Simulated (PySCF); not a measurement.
C5H14OSi2 (SMILES C/C=C\C[SiH2]CO[SiH3])

```xyz
22

C    -2.3386    1.2582   -0.7906
C    -2.3237    0.8020    0.6321
C    -1.9646   -0.3918    1.0834
C    -1.4764   -1.5493    0.2783
Si    0.4369   -1.6382    0.2482
C     1.1562   -0.0224   -0.4621
O     2.5582   -0.1911   -0.4492
Si    3.7113    0.8342   -0.9349
H    -1.9626    0.4971   -1.4668
H    -1.7237    2.1513   -0.8999
H    -3.3543    1.5216   -1.0877
H    -2.6575    1.5491    1.3416
H    -1.9967   -0.5707    2.1504
H    -1.8604   -1.5011   -0.7400
H    -1.8548   -2.4726    0.7161
H     0.9617   -1.8152    1.6058
H     0.8599   -2.7543   -0.6060
H     0.8264    0.1798   -1.4861
H     0.8866    0.8537    0.1359
H     3.5428    1.1941   -2.3480
H     3.6853    2.0776   -0.1560
H     4.8777    0.0074   -0.6785
```

Geometry: GFN2-xTB.

Theory: PBE0/pcSseg-1, SCF density, gas phase, non-relativistic in PySCF 2.14.0.

### What will maps of the electron density and electron localisation function show?

C–O (1.41 Å): ρ is about 2 e/Å³ halfway, with its minimum of 1.7 e/Å³ about 0.5 Å from C; the ELF peaks at about 0.90 between the atoms, as expected for a polar covalent bond.
Si–O (1.62 Å): the density is about 1.2 e/Å³ at the midpoint; the ELF peaks at about 0.85 between the atoms, as expected for a polar covalent bond.
C–Si (1.91 Å): ρ at the midpoint is about 0.94 e/Å³; the ELF peaks at about 1 between the atoms: a covalent bond.
C–H (1.09 Å): ρ is about 2 e/Å³ halfway; the ELF climbs to about 1 towards the hydrogen, as it does in any bond to H; an ordinary covalent bond to hydrogen.

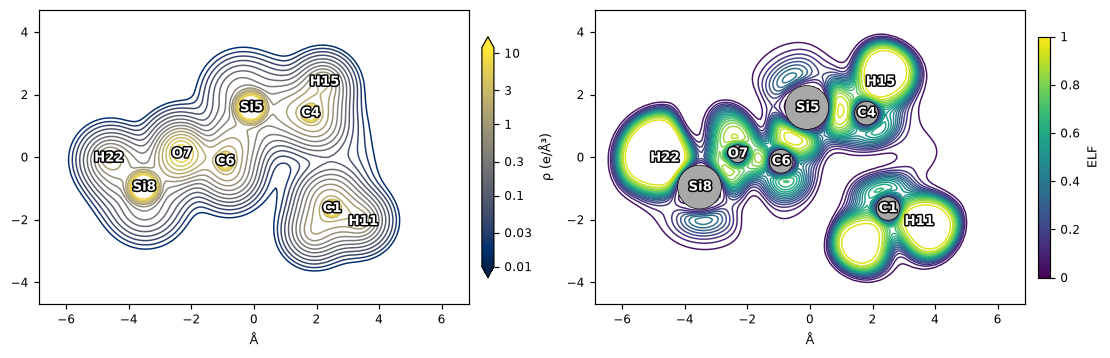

Computed electron density and electron localisation function on the plane of atoms Si5, C6 and O7, in this order. Grey discs cover the atomic cores in the ELF map. 
